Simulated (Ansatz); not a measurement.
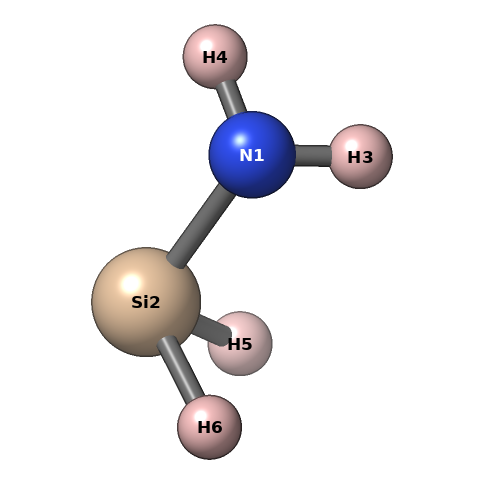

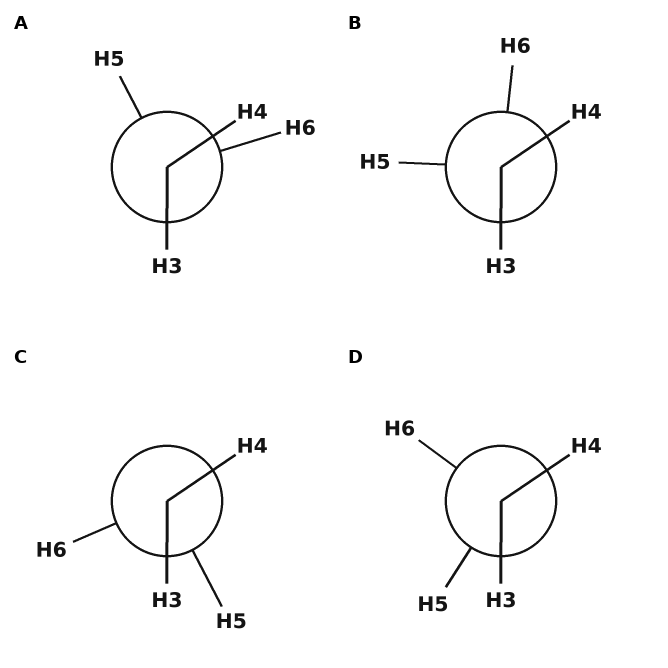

Atoms fade into the background with distance from the viewer. Bonds that would overlap in a projection are set slightly apart. Charge −1, singlet. The geometry was computed by an optimisation with PBE0-D4/def2-TZVPD. No frequency run is at hand to confirm it as a minimum.

**Which Newman projection shows the view along N1–Si2, with N1 in front?**

C. The torsion angle H3–N1–Si2–H5 is −27°, synperiplanar.
